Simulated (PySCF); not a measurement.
Input file:

```
{"job": {"kind": "uv", "xc": "PBE0", "basis": "def2-SVPD", "nstates": 6, "ntriplets": 2}, "charge": 0, "multiplicity": 1}
F     -2.313498     0.502829     0.983289
C     -1.687640    -0.130371    -0.044969
F     -2.246539     0.374858    -1.177442
C     -0.210164     0.105333    -0.013777
C      0.739545    -0.945257     0.073424
C      2.029859    -0.526684     0.088399
Se     2.172251     1.316734    -0.010911
C      0.332078     1.355742    -0.068555
H     -1.953022    -1.197233     0.010299
H      0.454354    -1.982242     0.122250
H      2.901866    -1.151519     0.149479
H     -0.217894     2.277123    -0.137513
```

Launched as:

```sh
OMP_NUM_THREADS=1 python probes_run.py task.json out
```

Geometry: GFN2-xTB.

Theory: PySCF 2.14.0, PBE0/def2-SVPD, SCF density, gas phase.

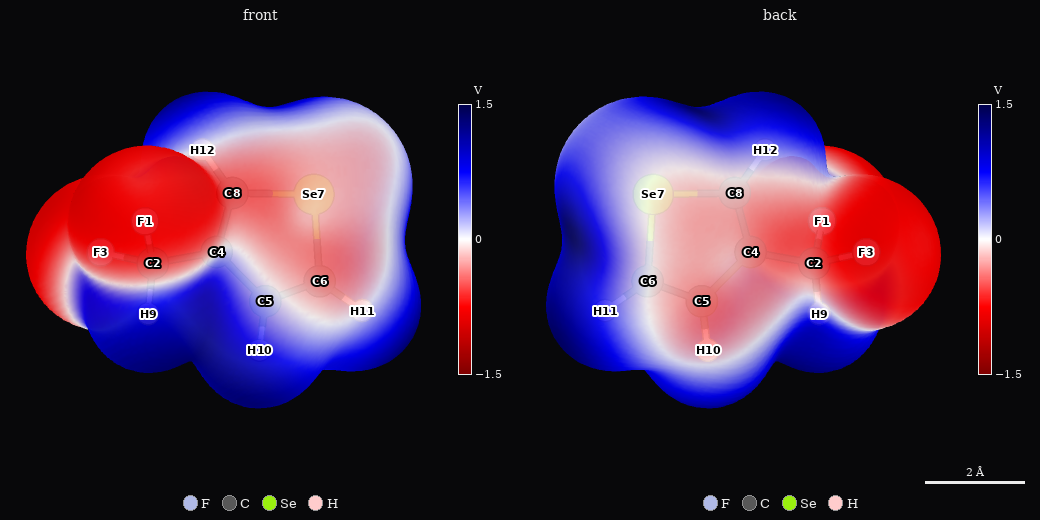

C5H4F2Se (SMILES FC(F)c1cc[se]c1). The molecular electrostatic potential painted on the density surface at 0.002 e/bohr³, seen from the front and from behind; the colour scale runs from red (negative) to blue (positive).

**Which sites attract a positive test charge, and which a negative one?**

A positive charge is drawn to the negative regions and a negative charge to the positive ones. The most negative region (about −0.9 V, or −21 kcal/mol for a unit charge) lies over F1 and F3, the most positive (about +1.4 V, or +32 kcal/mol for a unit charge) over the C, H and Se atoms.

**How polar is the molecule by this calculation?**

Its dipole moment is 2.44 D.
